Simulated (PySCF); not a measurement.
AlSi (quartet)

```yaml
atoms:
  - { symbol: Al, position_ang: [0.0000, 0.0000, -1.2319] }
  - { symbol: Si, position_ang: [0.0000, 0.0000, 1.1881] }
```

These are results of PySCF 2.14.0, PBE0/def2-TZVPP, non-relativistic Hamiltonian with scalar-relativistic core potentials where named, at a bond length of 2.420 Å, not measurements.

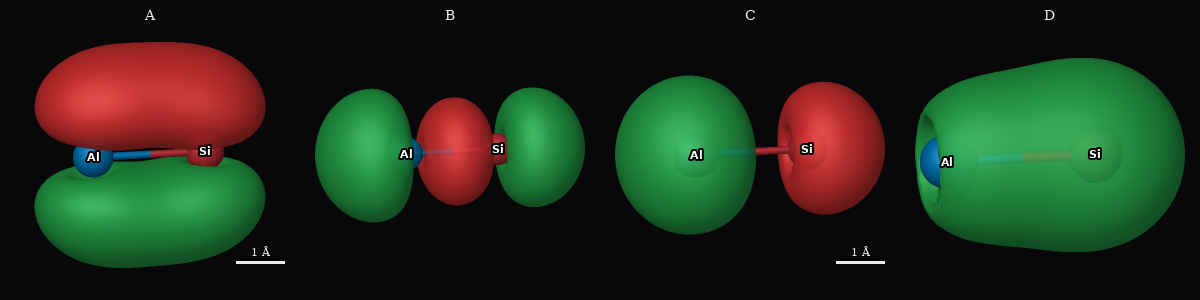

Figure 1. Four frontier β-spin orbitals, each drawn at the value that holds 80 % of its norm (green and red are the two phases), in no order; of a degenerate pair one member is drawn.

**Label each orbital by symmetry, say whether it is occupied, and order them by energy.**

Orbital D: σ, occupied in this spin, −11.42 eV; mainly on Si (70 %).
Orbital C: σ, occupied in this spin, −7.56 eV; shared between the atoms (Al 60 %, Si 40 %).
Orbital B: σ, empty in this spin, −2.77 eV; shared between the atoms (Al 50 %, Si 50 %).
Orbital A: π, empty in this spin, −2.68 eV; bonding, with no node between the atoms.

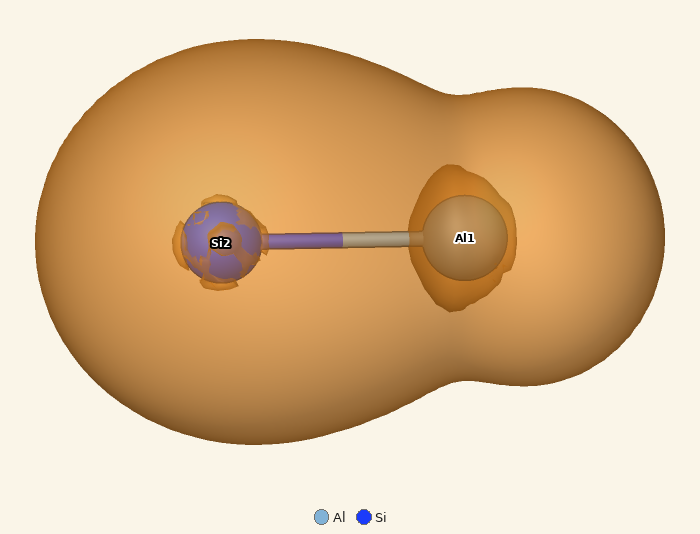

Figure 2. Isosurface of the spin density (α minus β) at +0.015 e/Å³ (orange), seen from one side.

**Which atoms carry the spin?**

The unpaired spin (3 electrons) lies mostly on Si2 (about 2.0) and Al1 (about 1.0), in electrons by Hirshfeld's partition.

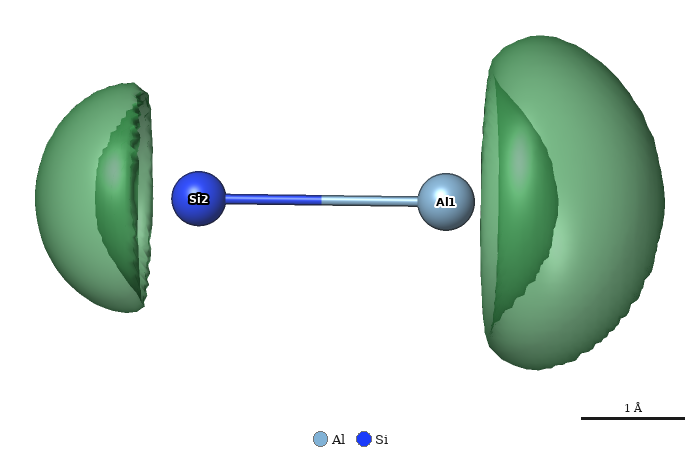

Figure 3. Isosurface of the electron localisation function at 0.9 (green), seen from one side. Only the valence region is drawn (cores and ρ < 0.01 e/Å³ removed).

**Identify the bonds, lone pairs and shells in this picture.**

The ELF exceeds this value in one lobe on Al, pointing away from the bonds (non-bonding electrons) and one lobe on Si, pointing away from the bonds (non-bonding electrons).


Al–Si (2.42 Å): the ELF peaks at about 0.85 in the valence shell of Si, 1.1 Å from its nucleus, and is about 0.85 at the midpoint.
